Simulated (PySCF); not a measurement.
# C$_{5}$H$_{9}$FSi: what the fields show

The calculation's input:

```
{"job": {"kind": "uv", "xc": "PBE0", "basis": "def2-SVPD", "nstates": 8, "ntriplets": 3}, "charge": 0, "multiplicity": 1}
C      3.203436     0.363827     0.503856
C      2.326156    -0.384798     0.185128
C      1.269910    -1.304261    -0.174876
C     -0.066991    -0.870154     0.426510
F     -0.990169    -1.889584     0.190160
Si    -0.775996     0.761657    -0.313228
C     -2.478246     1.052648     0.463999
H      3.977279     1.019698     0.769976
H      1.182129    -1.351480    -1.263933
H      1.525129    -2.305434     0.189572
H      0.027057    -0.820189     1.518432
H     -0.884454     0.564717    -1.763029
H      0.173180     1.832148     0.002328
H     -3.123048     0.188266     0.329981
H     -2.970488     1.906943     0.009913
H     -2.402483     1.244939     1.530951
```

Launched as:

```sh
OMP_NUM_THREADS=1 python probes_run.py task.json out
```

Geometry: GFN2-xTB.

Computed with PBE0/def2-SVPD, SCF density, gas phase (PySCF).

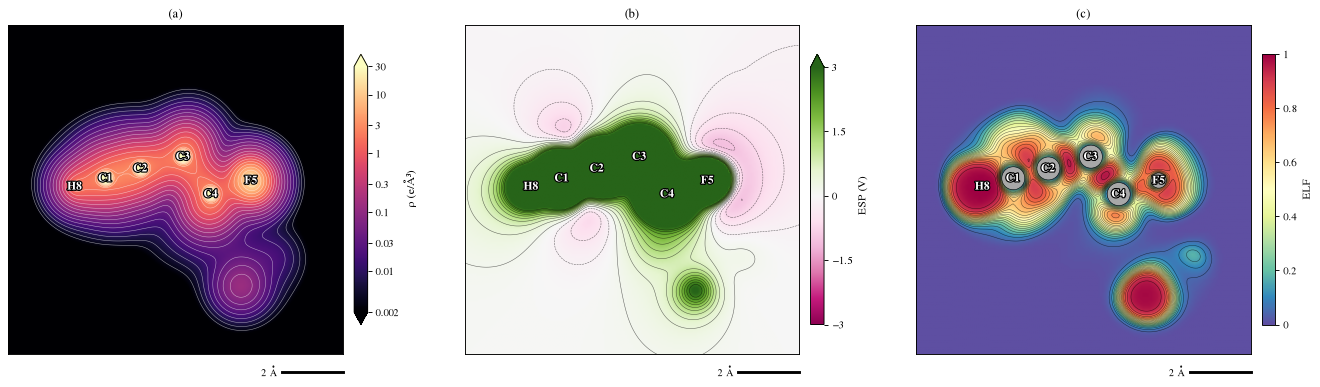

Figure 1. (a) electron density; (b) electrostatic potential; (c) ELF on the plane of atoms C2, C3 and C4. Grey discs cover the atomic cores in the ELF map.

### Read the bonding off the picture.

The section cuts through C, F and H sites.
C–C (1.20 Å): the density is about 2.7 e/Å³ at the midpoint; the ELF peaks at about 0.80 between the atoms (a short, multiple covalent bond).
C–F (1.40 Å): the density is about 2 e/Å³ at the midpoint, with its minimum of 1.5 e/Å³ about 0.5 Å from C; the ELF peaks at about 0.85 between the atoms (a shared but strongly polarised pair).
C–H (1.05 Å): the density is about 2.1 e/Å³ at the midpoint; the ELF climbs to about 1 towards the hydrogen, as it does in any bond to H; a covalent bond by its length.
The ELF also peaks beside F5, away from the bonds: lone-pair regions.
Outside the dense part of the molecule the potential is most negative (−1.1 V) near F5.

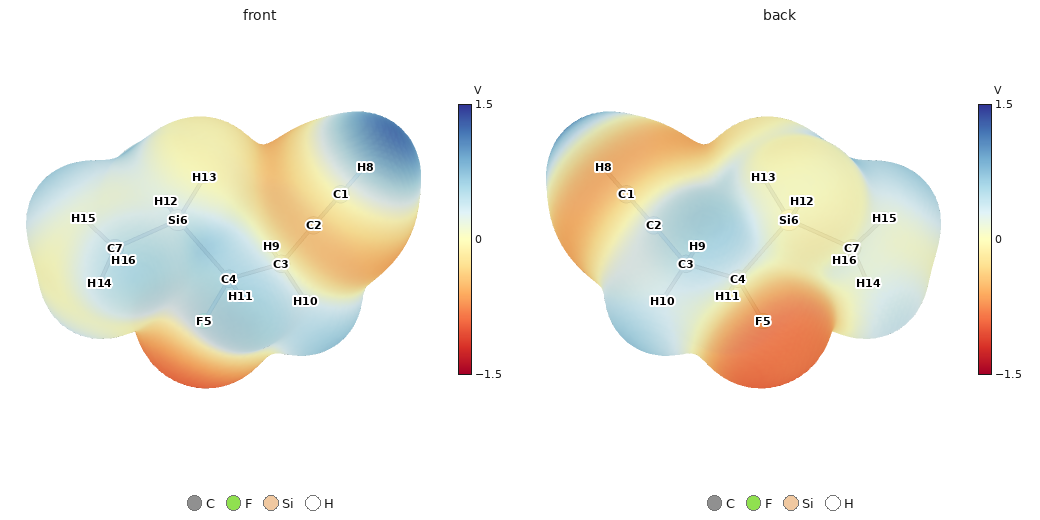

Figure 2. The molecular electrostatic potential painted on the density surface at 0.001 e/bohr³, seen from the front and from behind; red is negative and blue positive.

### Where is the surface potential most negative and most positive?

The most negative region (about −0.9 V) lies over F5, the most positive (about +1.2 V) over H8.
